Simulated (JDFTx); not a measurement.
```json
{
  "surface": "Al(110)",
  "bulk": "Al, Fm-3m, lattice of mp-134 (not re-optimised)",
  "slab": "8 atoms in 8 planes, 1x1, 9.9 Å between the outermost planes",
  "in-plane cell": "2.856 × 4.039 Å, 11.54 Å²",
  "cell_height": "26.0 Å",
  "sampling": "8×6×1 k mesh, Fermi smearing 0.01 Ha, no spin polarisation"
}
```

Level of theory: PBE, GBRV ultrasoft potentials, plane waves to 20/100 Ha; code: JDFTx (a modified build). Liquid on both sides: linear PCM (GLSSA13), water, 0.5 M KCl; nuclei fixed. Potentials refer to SHE, placed 4.44 V below the bulk liquid's zero by convention.

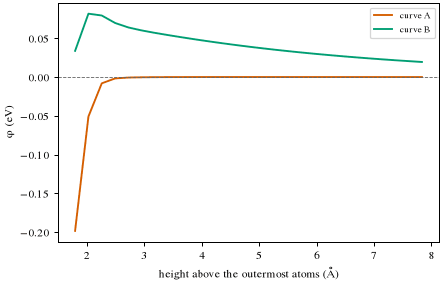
Figure. Plane-averaged electrostatic potential energy of an electron for two states of the electrode

One curve is the neutral slab. Which, and what is the sign of the other's charge?

Curve A is neutral (potential of zero charge, -0.55 V). Curve B is negatively charged, -10.7 μC/cm² at -1.25 V.
